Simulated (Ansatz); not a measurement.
**Run report: GaH$_{3}$, geometry relaxation**

- system: GaH$_{3}$
- method: RKS PBE0/def2-TZVP (Ansatz 0.2.0)

The input holds or restrains some coordinates. It belongs to a series of runs on one base structure; here: pulled along the bonds that form and break, towards end B. Figures and captions count atoms from 1; the log counts them from 0 in places.

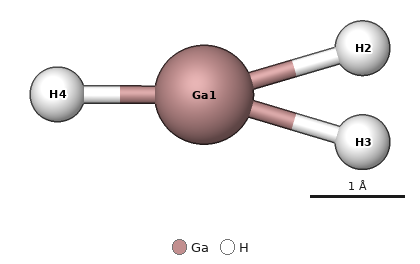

**Figure 1.** The structure as given in the input (ball-and-stick view, seen on its broad side; atoms are numbered from 1 in the order of the input). Sticks mark near contacts.

## Results in brief

```csv
quantity,value
outcome,converged under the restraints of the input
total energy,−52417.6751 eV
mean-field energy,−52417.6751 eV
"largest force (length of the vector) at the end, held atoms and coordinates included",1.551 eV/Å
hardware,"1 thread of Arm Neoverse V2, 24 GiB of memory available, shared host"
wall time,6.8 s
peak memory,0.11 GiB
```

## Input
```yaml
crystal:
  periodic: [false, false, false]
  atoms:
    - { symbol: Ga, position_ang: [0.0, 0.0, 0.0] }
    - { symbol: H, position_ang: [1.2166, 0.0, 1.2856] }
    - { symbol: H, position_ang: [1.7216, 0.0, 0.4109] }
    - { symbol: H, position_ang: [-1.3596, 0.0, -0.785] }
basis:
  gaussian: { orbitals: def2-TZVP }
hamiltonian:
  xc: pbe0
relax:
  f_tol: 0.15
  max_steps: 25
  restrain:
    - { distance: [1, 2], at: 0.66, k: 30.0 }
    - { distance: [0, 1], at: 2.77, k: 30.0 }
    - { distance: [0, 2], at: 2.77, k: 30.0 }
```

Launched with:
```bash
ansatz run input.yaml --threads 1 --pin off --max-ram 2048MiB --backend cpu --events-out ev --progress --plain --runs-dir out
```

## What the program printed
```
The last accepted step is kept in [file] (removed where the run ends without a failure and the disk answers)
Engine: ansatz 0.2.0, aarch64-unknown-linux-gnu
Functional definition: PBE0
  parameter a = 0.25
  parameter kappa = 0.804
  parameter beta = 0.06672455060314922
  exchange = (1 - a)*pbe_x(kappa = kappa, mu = beta*pi^2/3) + a*exact_x
  correlation = pbe_c(beta = beta)
545 factors; their error is unknown
mean field evaluation 1: about -52413.4475 eV, gradient 2.4e1 eV
mean field evaluation 2: about -52412.8247 eV, gradient 3.3e1 eV
mean field evaluation 4: about -52414.4703 eV, gradient 7.3e-1 eV
mean field evaluation 8: about -52414.6589 eV, gradient 9.3e-3 eV
mean field -52414.65887491 eV, -1926.2031857213 hartree, gradient 3.3e-5 eV, S^2 0.000000; 0 other end points of the search recorded, 0 dependent functions left out
the calculation of the forces begins
reference -52414.65889841 eV, -1926.2031865846 hartree; 17, 17 occupied and 49, 49 virtual orbitals, 545 factors
relax step   1: F+E_penalty+E_count = -52414.65887491 eV  Δ(F+E_penalty+E_count) = +0.000e0 eV  max|allowed force component| = 2.879e0 eV/Å  E_restraint = 31.83908563 eV  max|allowed force component, restraints' pulls added| = 4.774e1 eV/Å  Δτ_max = 0.0000 Å  (27 SCF iters, accepted)
  distance H 1 - H 2 = 1.0100 Å
  distance Ga 0 - H 1 = 1.7700 Å
  distance Ga 0 - H 2 = 1.7700 Å
these checks for a lower state are left out or cut short: starts, cluster_reference, orbital_swaps, neighbouring_geometries, increment
545 factors; their error is unknown
mean field evaluation 16: about -52413.1684 eV, gradient 3.4e-1 eV
mean field -52413.35874883 eV, -1926.1554069691 hartree, gradient 5.5e-6 eV, S^2 0.000000; 0 other end points of the search recorded, 0 dependent functions left out
the calculation of the forces begins
reference -52413.35877173 eV, -1926.1554078103 hartree; 17, 17 occupied and 49, 49 virtual orbitals, 545 factors
relax step   2: F+E_penalty+E_count = -52413.35874883 eV  Δ(F+E_penalty+E_count) = +1.300e0 eV  max|allowed force component| = 5.742e0 eV/Å  E_restraint = 16.91762218 eV  max|allowed force component, restraints' pulls added| = 3.027e1 eV/Å  Δτ_max = 0.1952 Å  (41 SCF iters, accepted)
  distance H 1 - H 2 = 0.9892 Å
  distance Ga 0 - H 1 = 2.0561 Å
  distance Ga 0 - H 2 = 2.0560 Å
these checks for a lower state are left out or cut short: starts, cluster_reference, orbital_swaps, neighbouring_geometries, increment
545 factors; their error is unknown
mean field evaluation 32: about -52415.0868 eV, gradient 2.1e-4 eV
mean field -52415.08682847 eV, -1926.2189127243 hartree, gradient 4.8e-6 eV, S^2 0.000000; 0 other end points of the search recorded, 0 dependent functions left out
the calculation of the forces begins
reference -52415.08685220 eV, -1926.2189135965 hartree; 17, 17 occupied and 49, 49 virtual orbitals, 545 factors
relax step   3: F+E_penalty+E_count = -52415.08682847 eV  Δ(F+E_penalty+E_count) = -1.728e0 eV  max|allowed force component| = 9.024e0 eV/Å  E_restraint = 5.61567193 eV  max|allowed force component, restraints' pulls added| = 1.539e1 eV/Å  Δτ_max = 0.1949 Å  (48 SCF iters, accepted)
  distance H 1 - H 2 = 0.8728 Å
  distance Ga 0 - H 1 = 2.3644 Å
  distance Ga 0 - H 2 = 2.3643 Å
these checks for a lower state are left out or cut short: starts, cluster_reference, orbital_swaps, neighbouring_geometries, increment
545 factors; their error is unknown
mean field -52416.04852638 eV, -1926.2542544707 hartree, gradient 1.0e-5 eV, S^2 0.000000; 0 other end points of the search recorded, 0 dependent functions left out
the calculation of the forces begins
reference -52416.04855084 eV, -1926.2542553697 hartree; 17, 17 occupied and 49, 49 virtual orbitals, 545 factors
relax step   4: F+E_penalty+E_count = -52416.04852638 eV  Δ(F+E_penalty+E_count) = -9.617e-1 eV  max|allowed force component| = 7.850e0 eV/Å  E_restraint = 0.42942241 eV  max|allowed force component, restraints' pulls added| = 7.850e0 eV/Å  Δτ_max = 0.1908 Å  (32 SCF iters, accepted)
  distance H 1 - H 2 = 0.6617 Å
  distance Ga 0 - H 1 = 2.6504 Å
  distance Ga 0 - H 2 = 2.6504 Å
these checks for a lower state are left out or cut short: starts, cluster_reference, orbital_swaps, neighbouring_geometries, increment
545 factors; their error is unknown
mean field -52417.30770045 eV, -1926.3005282642 hartree, gradient 1.6e-5 eV, S^2 0.000000; 0 other end points of the search recorded, 0 dependent functions left out
the calculation of the forces begins
reference -52417.30772576 eV, -1926.3005291943 hartree; 17, 17 occupied and 49, 49 virtual orbitals, 545 factors
relax step   5: F+E_penalty+E_count = -52417.30770045 eV  Δ(F+E_penalty+E_count) = -1.259e0 eV  max|allowed force component| = 2.936e0 eV/Å  E_restraint = 0.01909839 eV  max|allowed force component, restraints' pulls added| = 3.044e0 eV/Å  Δτ_max = 0.2000 Å  (25 SCF iters, accepted)
  distance H 1 - H 2 = 0.6871 Å
  distance Ga 0 - H 1 = 2.7864 Å
  distance Ga 0 - H 2 = 2.7864 Å
these checks for a lower state are left out or cut short: starts, cluster_reference, orbital_swaps, neighbouring_geometries, increment
545 factors; their error is unknown
mean field -52417.67064620 eV, -1926.3138662746 hartree, gradient 1.2e-5 eV, S^2 0.000000; 0 other end points of the search recorded, 0 dependent functions left out
the calculation of the forces begins
reference -52417.67067222 eV, -1926.3138672308 hartree; 17, 17 occupied and 49, 49 virtual orbitals, 545 factors
relax step   6: F+E_penalty+E_count = -52417.67064620 eV  Δ(F+E_penalty+E_count) = -3.629e-1 eV  max|allowed force component| = 1.634e0 eV/Å  E_restraint = 0.03534169 eV  max|allowed force component, restraints' pulls added| = 3.639e-1 eV/Å  Δτ_max = 0.1942 Å  (27 SCF iters, accepted)
  distance H 1 - H 2 = 0.7018 Å
  distance Ga 0 - H 1 = 2.7874 Å
  distance Ga 0 - H 2 = 2.7874 Å
these checks for a lower state are left out or cut short: starts, cluster_reference, orbital_swaps, neighbouring_geometries, increment
545 factors; their error is unknown
mean field evaluation 64: about -52417.6750 eV, gradient 7.6e-6 eV
mean field -52417.67504652 eV, -1926.3140279833 hartree, gradient 7.6e-6 eV, S^2 0.000000; 0 other end points of the search recorded, 0 dependent functions left out
the calculation of the forces begins
reference -52417.67507249 eV, -1926.3140289378 hartree; 17, 17 occupied and 49, 49 virtual orbitals, 545 factors
relax step   7: F+E_penalty+E_count = -52417.67504652 eV  Δ(F+E_penalty+E_count) = -4.400e-3 eV  max|allowed force component| = 1.496e0 eV/Å  E_restraint = 0.03584511 eV  max|allowed force component, restraints' pulls added| = 8.247e-2 eV/Å  Δτ_max = 0.0162 Å  (26 SCF iters, accepted)
  distance H 1 - H 2 = 0.7052 Å
  distance Ga 0 - H 1 = 2.7831 Å
  distance Ga 0 - H 2 = 2.7831 Å
```

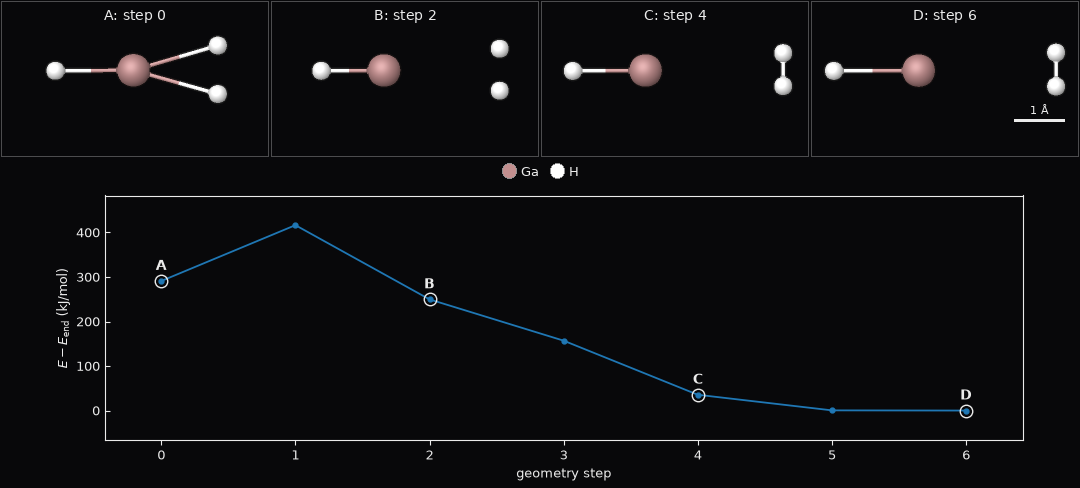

**Figure 2.** Frames of the restrained relaxation (ball-and-stick view, seen at a tilt) above the curves, on which the letters mark them (the first geometry is step 0 here and step 1 in the log).

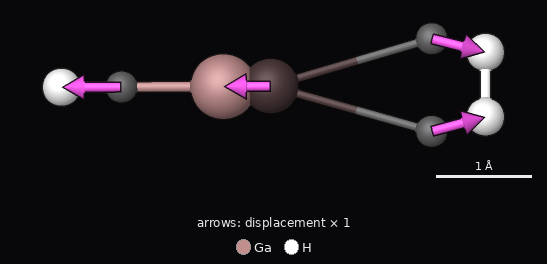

**Figure 3.** Start (faint) and end (solid) with the displacements as pink arrows, at true length (ball-and-stick view, seen at a tilt). The two geometries are laid on each other by the best rigid fit. The largest move after the best rigid fit is that of H4, 0.63 Å. By element the largest moves are H 0.63 Å, Ga 0.50 Å. Among the contacts that change: Ga1–H2 1.770 → 2.783 Å, H2–H3 1.010 → 0.705 Å, Ga1–H4 1.570 → 1.704 Å. New bonds form: H2–H3 (1.01 → 0.71 Å). Bonds break: Ga1–H2 (1.77 → 2.78 Å), Ga1–H3 (1.77 → 2.78 Å). The energy falls by 291.0 kJ/mol in 6 geometry steps. The largest force component goes from 2.9 to 1.5 eV/Å. (Atoms are counted from 1 in the order of the input.)

```
545 factors; their error is unknown
mean field -52417.67504652 eV, -1926.3140279833 hartree, gradient 7.6e-6 eV, S^2 0.000000; 1 other end points of the search recorded, 0 dependent functions left out
the calculation of the forces begins
reference -52417.67507249 eV, -1926.3140289378 hartree; 17, 17 occupied and 49, 49 virtual orbitals, 545 factors
Total energy: -52417.67507249 eV, -1926.3140289378 hartree
Atom 0 at    -0.431297     0.007161    -0.250085 Å, force    -0.731724     0.005375    -0.423396 eV/Å
Atom 1 at     1.782501    -0.001250     1.436552 Å, force    -0.409790    -0.001843     1.495794 eV/Å
Atom 2 at     2.135364    -0.001251     0.825944 Å, force     1.090961    -0.001846    -1.101873 eV/Å
Atom 3 at    -1.907968    -0.004659    -1.100911 Å, force     0.050554    -0.001686     0.029475 eV/Å
Dipole moment:     0.199279     0.000284     0.115002 e Å
```

## Trajectory as extended XYZ (Å, eV, eV/Å), 7 frames, from step=1 to step=7
```
4
Properties=species:S:1:pos:R:3:forces:R:3 step=1 energy=-52414.65888
Ga    0.0000    0.0000    0.0000    2.0616   0.0000   1.1900
H     1.2166    0.0000    1.2856   -2.6323   0.0000   1.1994
H     1.7216    0.0000    0.4109   -0.2775   0.0000  -2.8793
H    -1.3596    0.0000   -0.7850    0.8482   0.0000   0.4900
4
Properties=species:S:1:pos:R:3:forces:R:3 step=2 energy=-52413.35875
Ga   -0.1691    0.0000   -0.0976    5.7415   0.0000   3.3123
H     1.3119    0.0000    1.3286   -2.0546   0.0000  -0.3661
H     1.8065    0.0000    0.4719   -1.3462   0.0000  -1.5961
H    -1.3707    0.0000   -0.7914   -2.3407   0.0000  -1.3500
4
Properties=species:S:1:pos:R:3:forces:R:3 step=3 energy=-52415.08683
Ga   -0.3378    0.0000   -0.1951    6.6780   0.0000   3.8543
H     1.4563    0.0000    1.3448    2.9603   0.0000  -2.4184
H     1.8927    0.0000    0.5889   -0.6146   0.0000   3.7731
H    -1.4326    0.0000   -0.8271   -9.0237   0.0000  -5.2090
4
Properties=species:S:1:pos:R:3:forces:R:3 step=4 energy=-52416.04853
Ga   -0.4651    0.0000   -0.2686    6.7661   0.0000   3.9056
H     1.6467    0.0000    1.3328   -1.3250   0.0000   3.5467
H     1.9775    0.0000    0.7598    2.4091   0.0000  -2.9207
H    -1.5805    0.0000   -0.9125   -7.8502   0.0000  -4.5316
4
Properties=species:S:1:pos:R:3:forces:R:3 step=5 energy=-52417.30770
Ga   -0.4856    0.0001   -0.2805    2.1989   0.0006   1.2692
H     1.7371    0.0000    1.3998   -0.8167   0.0000   2.2659
H     2.0808    0.0000    0.8047    1.5542   0.0000  -1.8400
H    -1.7537   -0.0001   -1.0125   -2.9364  -0.0006  -1.6951
4
Properties=species:S:1:pos:R:3:forces:R:3 step=6 energy=-52417.67065
Ga   -0.4293    0.0068   -0.2488   -0.8537   0.0039  -0.4936
H     1.7894   -0.0012    1.4385   -0.4989  -0.0017   1.6341
H     2.1405   -0.0012    0.8309    1.1664  -0.0017  -1.2481
H    -1.9220   -0.0045   -1.1091    0.1862  -0.0005   0.1076
4
Properties=species:S:1:pos:R:3:forces:R:3 step=7 energy=-52417.67505
Ga   -0.4313    0.0072   -0.2501   -0.7317   0.0054  -0.4234
H     1.7825   -0.0013    1.4366   -0.4098  -0.0018   1.4958
H     2.1354   -0.0013    0.8259    1.0910  -0.0018  -1.1019
H    -1.9080   -0.0047   -1.1009    0.0506  -0.0017   0.0295
```
